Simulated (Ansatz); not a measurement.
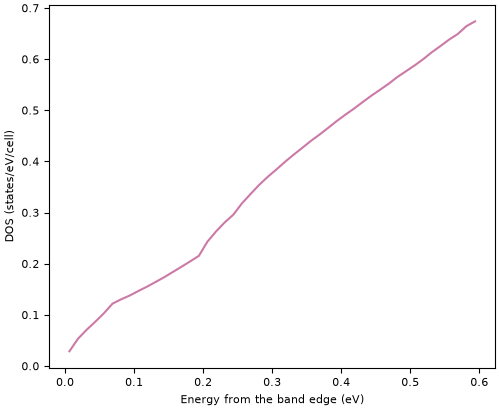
Figure: Density of states of GaP (F-43m) above the conduction band minimum, r2SCAN with spin-orbit coupling, rigid bands (Ansatz, a program for electronic structure); cell volume 40.5 Å³.

**Question.** What effective density of states at 300 K does this give (∫ g(E) exp(−E/k_BT) dE, both spins, divided by the cell's size)?

**Answer.** 3.7e19 cm⁻³, a density-of-states mass of 1.30 mₑ, valleys and band degeneracy included.

Geometry: cell and atoms relaxed with r2SCAN.
